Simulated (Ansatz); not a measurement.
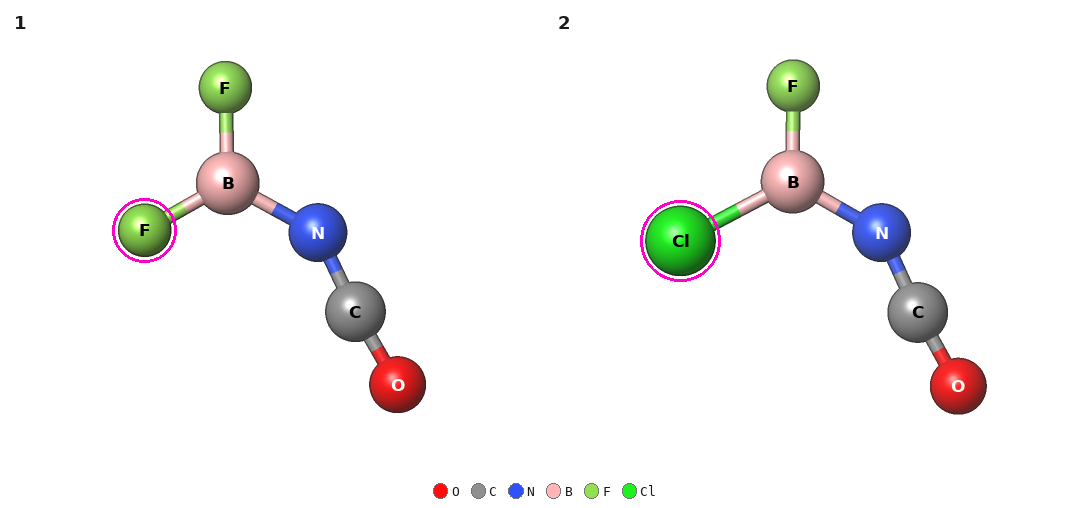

2 molecules with one skeleton, seen from the same side and at one scale; the atom that differs is circled. Charge 0, singlet. Computed geometries: PBE0-D4/def2-TZVP optimisations, one conformation each. Properties computed with Ansatz 0.2.0.

One atom differs, called X below: F in panel 1, Cl in panel 2. Their formulas are CBF2NO (`O=C=NB(F)F`), CBClFNO (`O=C=NB(F)Cl`).

**In which is the length of X–B larger (PBE0-D4/def2-TZVP)?**

In panel 2 (X = Cl).

**In which is the HOMO energy (Kohn–Sham orbital) higher (revPBE-D4/def2-TZVPP)?**

In panel 2 (X = Cl).

Give the values. With PBE0-D4/def2-TZVP: length of X–B (Å), angle N–B–X (°). With revPBE-D4/def2-TZVPP: HOMO energy (Kohn–Sham orbital) (eV), HOMO–LUMO gap (eV). With PBE-D4/def2-TZVPP: dipole moment (D).

| quantity | 1 (F) | 2 (Cl) | 2 − 1 |
| --- | --- | --- | --- |
| length of X–B (Å) | 1.319 | 1.751 | +0.432 |
| angle N–B–X (°) | 121.9 | 122.4 | +0.5 |
| HOMO energy (Kohn–Sham orbital) (eV) | −8.13 | −7.81 | +0.32 |
| HOMO–LUMO gap (eV) | 6.48 | 5.68 | −0.80 |
| dipole moment (D) | 0.08 | 0.16 | +0.08 |
